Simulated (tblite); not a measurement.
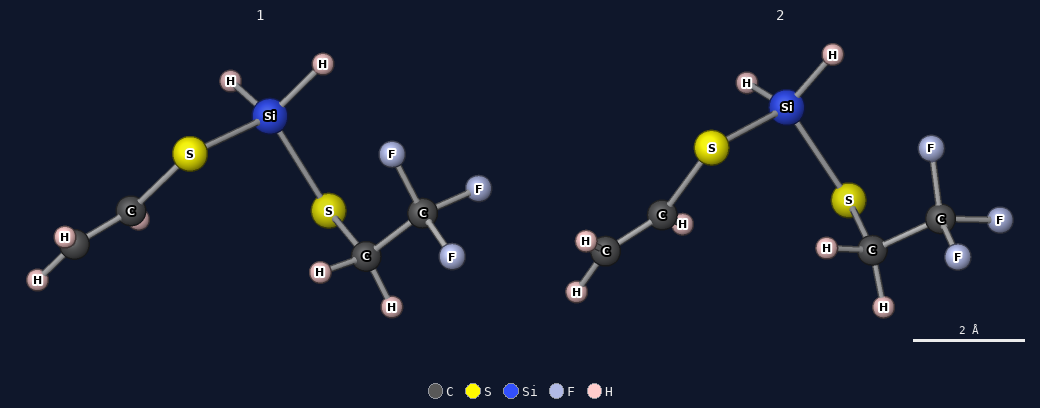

Two geometries of C4H7F3S2Si, drawn at one scale. One is the start of a relaxation, the other its converged end. Style: ball-and-stick. Shown at a tilt.

Theory: GFN2-xTB geometry optimisation, gas phase (tblite 0.8.0). 

> Which geometry has the lower energy?

Structure 2 is the relaxed one. After 116 geometry steps the energy has fallen by 5.42 kcal/mol. The largest move after the best rigid fit is that of an F atom, 0.59 Å. Largest moves by element: F 0.59 Å, H 0.53 Å, C 0.28 Å, S 0.19 Å, Si 0.18 Å. Near-neighbour distances that change, for instance: C–S 1.713 → 1.773 Å, H–Si 1.490 → 1.450 Å, C–S 1.847 → 1.820 Å, C–H 1.104 → 1.080 Å. Bond angles that change, for instance: H–Si–H 110.9° → 118.0°, S–Si–H 111.4° → 105.0°, S–Si–H 107.8° → 101.8°. The run took 4.4 s on 1 thread of Intel(R) Xeon(R) Processor @ 2.50GHz, on a shared host.
